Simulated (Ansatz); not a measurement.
# CCSDT/STO-3G run of ClF (chlorine monofluoride)

What is the electronic atomisation energy of ClF (chlorine monofluoride) at CCSDT/STO-3G? 

The calculation is run with Ansatz 0.2.0.

38 further runs of the same task are left out: 3 that didn't finish, 35 set aside as unsound or not needed.

## 1. The molecule

ClF: 2 atoms, total charge 0, spin state singlet. SMILES: `FCl`. Geometry: relaxed at PBE0-D4/def2-TZVP.

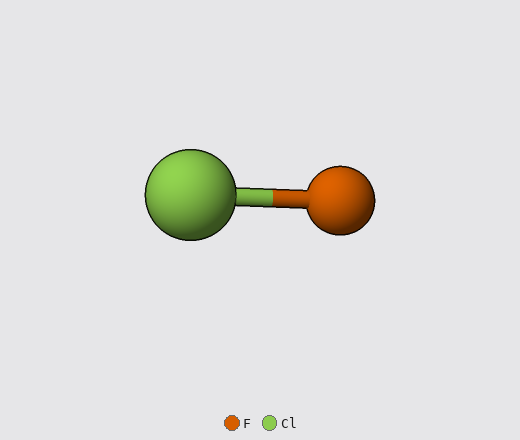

The structure, seen from a chosen angle (fluorine orange, chlorine green).

## 2. A single-point energy at CCSDT/STO-3G

job.yaml reads:

```yaml
crystal:
  periodic: [false, false, false]
  atoms:
    - symbol: F
      position_ang: [-0.000000, -0.000000, 0.031290]
    - symbol: Cl
      position_ang: [0.000000, 0.000000, 1.650960]
basis:
  gaussian:
    orbitals: STO-3G
correlation:
  method: ccsdt
  frozen_orbitals: {Cl: 5, F: 1}
accuracy: high
scf:
  omitted_lower_state_checks: [cluster_reference, increment]
```

The run is started by

```bash
$ ansatz run job.yaml --threads 1 --pin off --max-ram 3480MiB --events-out events.jsonl --progress --plain --runs-dir runs
```

Standard output:

```text
Warning: RAYON_NUM_THREADS=1 ignored (pool sized by the plan → 1); use --threads N
Functional definition: HF
  name "HF"
  exchange = exact_x
  correlation = 0
these checks for a lower state are left out or cut short: cluster_reference, increment
223 factors; integrals over basis functions are off by at most 3.2e-8 eV
mean field evaluation 1: about -15034.6707 eV, gradient 8.5e0 eV
mean field evaluation 2: about -15034.7491 eV, gradient 8.7e0 eV
mean field evaluation 4: about -15035.0798 eV, gradient 1.6e-1 eV
mean field evaluation 8: about -15035.0795 eV, gradient 1.8e-4 eV
mean field -15035.07947817 eV, -552.5289796798 hartree, gradient 1.5e-8 eV, S^2 0.000000; 0 other end points of the search recorded, 0 dependent functions left out
6 core orbitals not correlated: weight in the atoms' cores, before any rotation towards them, 1.000 or more for the frozen orbitals, at most 0.000 for the correlated occupied ones
reference -15035.07947817 eV, -552.5289796798 hartree; 7, 7 occupied and 1, 1 virtual orbitals, 223 factors
second order -0.82361613 eV of doubles, -0.00000000 eV of singles
cycle   1  -1.08450644 eV  change   -2.6e-1 eV  update   4.7e-2
cycle   2  -1.24805916 eV  change   -1.6e-1 eV  update   2.0e-2
cycle   3  -1.24948206 eV  change   -1.4e-3 eV  update   2.4e-3
cycle   4  -1.25077112 eV  change   -1.3e-3 eV  update   1.1e-3
cycle   5  -1.25014835 eV  change    6.2e-4 eV  update   5.0e-4
cycle   6  -1.25068519 eV  change   -5.4e-4 eV  update   9.3e-5
cycle   7  -1.25053501 eV  change    1.5e-4 eV  update   1.8e-5
cycle   8  -1.25056193 eV  change   -2.7e-5 eV  update   4.3e-6
cycle   9  -1.25056119 eV  change    7.4e-7 eV  update   6.4e-7
cycle  10  -1.25056032 eV  change    8.7e-7 eV  update   1.4e-7
cycle  11  -1.25056038 eV  change   -6.2e-8 eV  update   3.4e-8
cycle  12  -1.25056031 eV  change    6.8e-8 eV  update   1.6e-8
cycle  13  -1.25056006 eV  change    2.6e-7 eV  update   5.0e-8
cycle  14  -1.25055991 eV  change    1.5e-7 eV  update   1.9e-8
cycle  15  -1.25055991 eV  change   -3.3e-9 eV  update   1.4e-9
cycle  16  -1.25055992 eV  change   -4.1e-9 eV  update  7.1e-10
cycle  17  -1.25055991 eV  change    1.5e-9 eV  update  3.0e-10
Total energy: -15036.33003808 eV, -552.5749369090 hartree
Checks for a lower state left out: cluster_reference, increment
```

Wall time 0.12 s (1 thread of Arm Neoverse V1, shared host).

## 3. The Cl atom, same level

job.yaml reads:

```yaml
crystal:
  periodic: [false, false, false]
  atoms:
    - {symbol: Cl, position_ang: [0.000000, 0.000000, 0.000000]}
basis:
  gaussian:
    orbitals: STO-3G
magnetization:
  spin_polarized: true
  initial_magnetization: 1
correlation:
  method: ccsdt
  frozen_orbitals: {Cl: 5}
accuracy: high
scf:
  omitted_lower_state_checks: [cluster_reference, increment]
```

Run the same way, it converges to -454.54219 Eh (log not shown).

## 4. The F atom at the same level

run.yaml reads:

```yaml
crystal:
  periodic: [false, false, false]
  atoms:
    - symbol: F
      position_ang: [0.000000, 0.000000, 0.000000]
basis:
  gaussian:
    orbitals: STO-3G
magnetization:
  spin_polarized: true
  initial_magnetization: 1
correlation:
  method: ccsdt
  frozen_orbitals: {F: 1}
accuracy: high
scf:
  omitted_lower_state_checks: [cluster_reference, increment]
```

Run the same way, it converges to -97.98651 Eh (log not shown).

## 5. Outcome

At CCSDT/STO-3G, 6 core orbitals frozen:

| quantity | value |
| --- | --- |
| molecule: total energy | -552.57494 Eh |
| molecule: correlation energy (6 core orbitals frozen) | -46.0 mEh |
| molecule: T1 diagnostic | 0.004 |
| Cl atom: total energy | -454.54219 Eh |
| Cl atom: correlation energy (5 core orbitals frozen) | 0.0 mEh |
| Cl atom: ⟨S²⟩ of the reference determinant | 0.750 |
| Cl atom: T1 diagnostic | 0.000 |
| F atom: total energy | -97.98651 Eh |
| F atom: correlation energy (1 core orbital frozen) | 0.0 mEh |
| F atom: ⟨S²⟩ of the reference determinant | 0.750 |
| F atom: T1 diagnostic | 0.000 |
| electronic atomisation energy | 1.258 eV |

**Reading.** Taking the molecule apart into free atoms costs 1.26 eV (29 kcal/mol), before zero-point energy and without spin-orbit coupling. In a minimal basis such a difference can be off by several eV, whatever the method.
